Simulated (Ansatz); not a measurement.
**Profile along the Re–Re line in Re (hcp, Mg type)**

Re (hcp, Mg type), conventional cell a = b = 2.758 Å, c = 4.463 Å, α = β = 90.00°, γ = 120.00°. The calculation uses the primitive cell of 2 atoms, to which meshes and values per cell refer.

Fields along a shortest Re–Re line of a (1 -1 0 0) plane (2.76 Å), from Re to Re, interpolated on the slice's grid (step about 0.2 Å). Level of theory: r2SCAN (plane waves to 500 eV, PAW, scalar-relativistic; Ansatz, an electronic-structure program). k mesh 19×19×11. Inside the PAW spheres the values are not all-electron values, and peaks at nuclei hang on which shells count as valence. Re is run without spin polarisation. Re was relaxed with its symmetry unable to fall. Spin-orbit coupling is left out, though Re is heavy. The PAW data are Ansatz's earlier set.

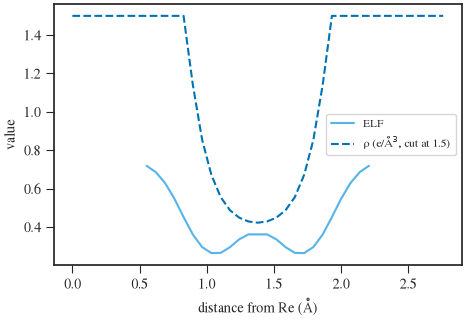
*ELF (away from the nuclei) and valence density from Re to Re.*

Density on the Re–Re line (2.76 Å) at its midpoint: 0.42 e/Å³. ELF at that point: 0.4.
